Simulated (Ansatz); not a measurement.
# Work function of Pt by crystal face

How much does the work function of Pt differ between its low-index faces, and does the functional change the order?

Measured values are compiled ones, as quoted in “Anisotropic work function of elemental crystals” (2019, arxiv:1902.07811).

**Method.** Ansatz 0.2.0, plane waves with PAW datasets (its set soft_2) at their recommended cutoffs; symmetric slabs of 7 layers (11 for bcc (111)) cut at the tabulated experimental lattice constant, atoms at bulk places, 18 Å of vacuum, k-spacing 0.16 Å⁻¹ (2π included), Fermi-Dirac smearing of 0.1 eV, SCF threshold 1e-9 eV; spin-polarised where the metal is Fe, Co or Ni. The work function is the vacuum level less the Fermi level; differences are formed before rounding.

The runs side by side:

```
 face  atoms per nm²  LDA (eV)  PBEsol (eV)  r2SCAN (eV)  PBE (eV)  RPBE (eV)  PBE, relaxed (eV)  measured (eV)
(111)           15.0      6.05         5.80         5.73      5.66       5.50               5.71           5.91
(100)           13.0      6.05         5.79         5.74      5.67       5.50               5.68           5.7*
(110)            9.2      5.63         5.35         5.27      5.24       5.08               5.28          5.53*
```

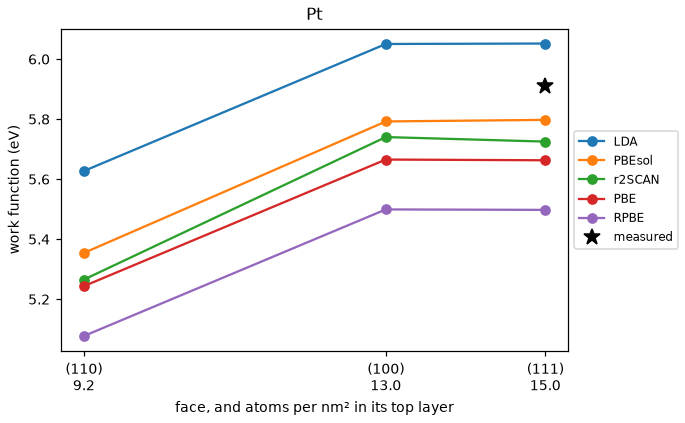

Work function against the density of the top layer.

**Reading.** With PBE the work function runs from 5.67 eV on (100) to 5.24 eV on (110). (111) and (100) lie within 0.08 eV of each other, too close for slabs of this thickness to order. LDA lies 0.38 to 0.39 eV above PBE. With the layers relaxed PBE misses the measured values by 0.20 eV. Against the 1 measured value on unreconstructed faces, PBEsol comes nearest (error 0.11 eV), and PBE misses by 0.25 eV. LDA and r2SCAN are within 0.1 eV of PBEsol's error, inside the spread of measured values. Relaxing all layers with PBE (forces under 0.01 eV/Å) moves the values by +0.01 to +0.05 eV.

**Limits.** Slabs this thin leave size errors that can reach a tenth of an eV or more. Compiled measured values differ between sources by a tenth of an eV or more. A star marks a face that reconstructs in experiment, which these slabs don't, so it is no test. The functionals share one unrelaxed geometry at the tabulated experimental lattice constant; the relaxed column keeps that in-plane lattice, which is not PBE's own. Spin-orbit coupling is left out.

[Logs are printed without paths, hosts, clocks, repeated set-up lines and the standing remarks that a program may print on its own settings, such as how far it seeks lower states.]
